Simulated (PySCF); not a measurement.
# NMR shielding calculation, with input and output: C2H12O2Si4

C2H12O2Si4, computed with GIAO PBE0/pcSseg-1 NMR shielding, non-relativistic, gas phase (PySCF 2.14.0).

The geometry comes from this level: GFN2-xTB. It belongs to a series of runs on one base structure; here: constitutional isomer. Figures and captions count atoms from 1; the log counts them from 0 in places.

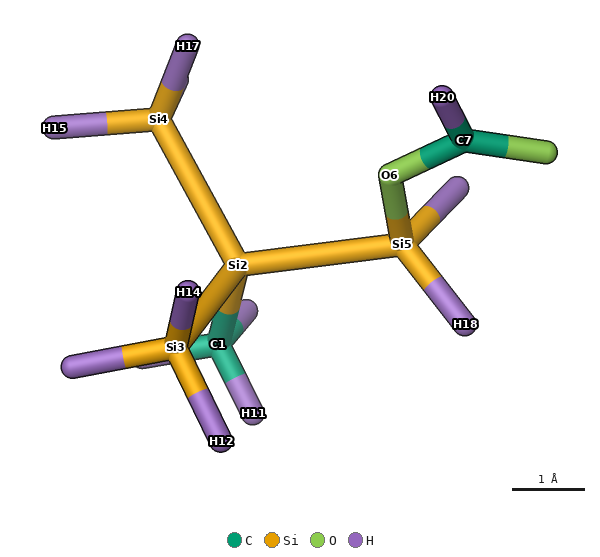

*The structure as given in the input (stick view, seen at a tilt; atoms are numbered from 1 in the order of the input).*

Summary:

- outcome: converged
- total energy: −1391.078343 hartree
- HOMO: −8.25 eV
- LUMO: −1.13 eV
- dipole moment: 2.49 D
- isotropic shielding, C: 21.9 to 194.6 ppm
- isotropic shielding, Si: 373.2 to 456.1 ppm
- isotropic shielding, O: −123.8 to 146.5 ppm
- isotropic shielding, H: 23.6 to 31.5 ppm
- hardware: 1 CPU thread, shared host
- wall time: 63 s
- peak memory: 1.1 GiB

Input:
```
{"job": {"kind": "nmr", "xc": "PBE0", "basis": "pcSseg-1"}, "charge": 0, "multiplicity": 1}
C     -1.410548     2.039367     0.659467
Si    -0.614187     0.339494     0.252183
Si    -1.914174    -0.665104    -1.433930
Si    -0.605117    -0.916300     2.242713
Si     1.536734     0.782573    -0.502631
O      1.869874    -0.862856    -0.729358
C      3.018661    -1.266331    -1.192939
O      3.931803    -0.560227    -1.498245
H     -0.855235     2.570542     1.427300
H     -2.425915     1.914292     1.022548
H     -1.455718     2.685217    -0.212869
H     -1.988128     0.122816    -2.670428
H     -3.304465    -0.895964    -1.026150
H     -1.373804    -1.974817    -1.811050
H     -1.936294    -1.413889     2.608841
H     -0.126627    -0.161569     3.407051
H      0.257570    -2.095594     2.132462
H      1.761785     1.437580    -1.795172
H      2.577342     1.301127     0.390868
H      3.051294    -2.369679    -1.273698
```

The first line tells a small driver script what to run in PySCF; the rest is the geometry in Å.

Launched with:
```bash
OMP_NUM_THREADS=1 python <driver script> task.json out
```

Log:
```
coarse grid: 18280 points
cycle   1  E = -1390.8484191380  dE =  6.261e-01  |g| = 9.345e-01  |ddm| = 3.962e+00
cycle   2  E = -1390.5315932186  dE =  3.168e-01  |g| = 1.592e+00  |ddm| = 1.787e+00
cycle   3  E = -1390.9995143542  dE = -4.679e-01  |g| = 2.799e-01  |ddm| = 1.315e+00
cycle   4  E = -1391.0131985408  dE = -1.368e-02  |g| = 8.132e-02  |ddm| = 2.212e-01
cycle   5  E = -1391.0142478909  dE = -1.049e-03  |g| = 1.907e-02  |ddm| = 5.465e-02
cycle   6  E = -1391.0143209444  dE = -7.305e-05  |g| = 5.947e-03  |ddm| = 1.838e-02
cycle   7  E = -1391.0143298381  dE = -8.894e-06  |g| = 1.013e-03  |ddm| = 7.311e-03
final grid: 157000 points
cycle   8  E = -1391.0783168225  dE = -1.183e-05  |g| = 1.193e-02  |ddm| = 2.096e-02
cycle   9  E = -1391.0782765373  dE =  4.029e-05  |g| = 1.899e-02  |ddm| = 1.921e-02
cycle  10  E = -1391.0783415009  dE = -6.496e-05  |g| = 2.389e-03  |ddm| = 1.233e-02
cycle  11  E = -1391.0783425180  dE = -1.017e-06  |g| = 4.556e-04  |ddm| = 1.734e-03
cycle  12  E = -1391.0783425543  dE = -3.629e-08  |g| = 1.018e-04  |ddm| = 4.192e-04
cycle  13  E = -1391.0783425567  dE = -2.428e-09  |g| = 3.138e-05  |ddm| = 1.293e-04
cycle  14  E = -1391.0783425570  dE = -2.337e-10  |g| = 6.079e-06  |ddm| = 3.602e-05
```

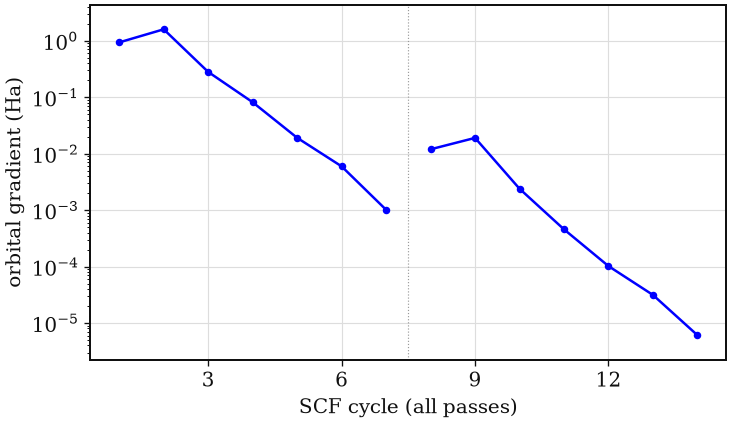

*Convergence of the self-consistent field: orbital gradient against the SCF cycle. The dotted line marks the change from a coarse to the final integration grid.*

The first 7 cycles use a coarse grid, the final grid takes over at cycle 8, and the field converges after 14 cycles in all.

```
converged SCF energy = -1391.0783425570

GIAO shielding tensors (ppm)
atom      isotropic    diamagn.    paramagn.     s11        s22        s33       span
  0 C      194.582     252.958     -58.376    191.558    193.911    198.276      6.718
  1 Si     438.746     883.733    -444.987    407.325    422.967    485.945     78.620
  2 Si     455.939     881.205    -425.266    435.879    448.731    483.207     47.328
  3 Si     456.076     881.172    -425.096    436.799    447.730    483.698     46.899
  4 Si     373.164     882.168    -509.004    330.377    355.256    433.860    103.483
  5 O      146.540     404.685    -258.145    -19.483    229.004    230.098    249.581
  6 C       21.864     243.648    -221.784    -77.977     62.883     80.685    158.661
  7 O     -123.795     400.775    -524.570   -399.413   -246.268    274.296    673.709
  8 H       31.507      31.486       0.021     26.324     28.973     39.224     12.899
  9 H       31.493      30.806       0.687     26.487     28.927     39.064     12.577
 10 H       31.505      31.460       0.045     26.300     28.985     39.230     12.930
 11 H       27.995      29.865      -1.870     24.451     25.739     33.795      9.344
 12 H       28.054      29.803      -1.749     24.473     25.875     33.814      9.341
 13 H       28.054      29.992      -1.938     24.296     26.251     33.615      9.318
 14 H       28.026      29.756      -1.730     24.350     25.988     33.739      9.389
 15 H       28.027      29.818      -1.791     24.500     25.725     33.855      9.355
 16 H       28.045      29.956      -1.910     24.131     26.420     33.585      9.455
 17 H       26.261      31.204      -4.943     22.951     25.018     30.814      7.863
 18 H       26.266      31.120      -4.854     22.919     24.977     30.903      7.984
 19 H       23.641      25.685      -2.044     18.566     24.191     28.166      9.600
```

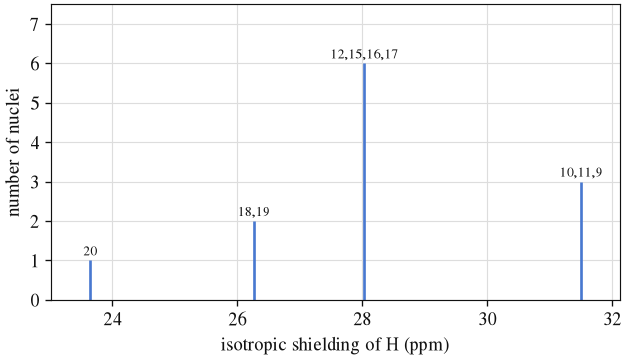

*Isotropic shieldings of the hydrogen nuclei in this fixed geometry, labelled by atom number; shielding grows to the right, so chemical shift grows to the left.*

The least shielded is H20 (23.6 ppm), the most shielded H9 (31.5 ppm).

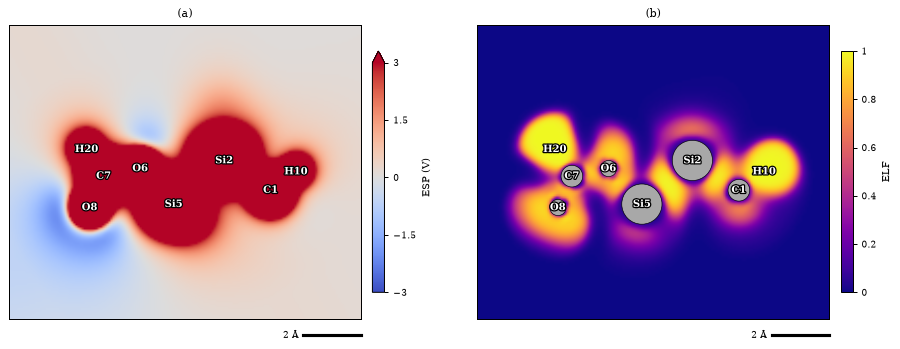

*(a) molecular electrostatic potential; (b) ELF on the plane of atoms O6, C7 and H20. Grey discs, where drawn, cover atomic cores.*

Atoms in the plane: C, Si, O and H. C–O (1.19 Å): the ELF peaks at about 0.85 between the atoms (a double or triple bond). Si–O (1.69 Å): the ELF peaks at about 0.90 between the atoms (a polar covalent bond). C–H (1.09 Å): the ELF climbs to about 1 towards the hydrogen, as it does in any bond to H (a covalent bond by its length).

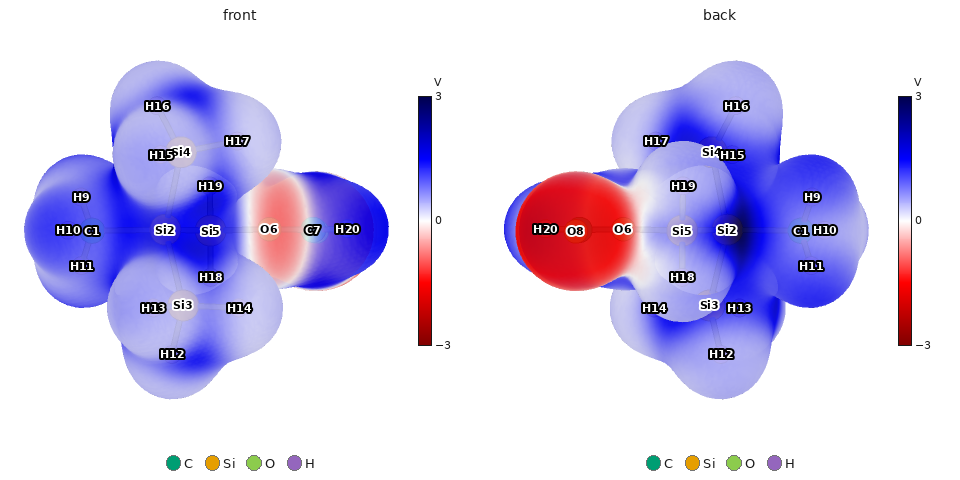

*The electrostatic potential painted on the density surface at 0.004 e/bohr³, seen at a tilt and from behind; the colour scale runs from red (negative) to blue (positive).*

Its dipole moment is 2.49 D.
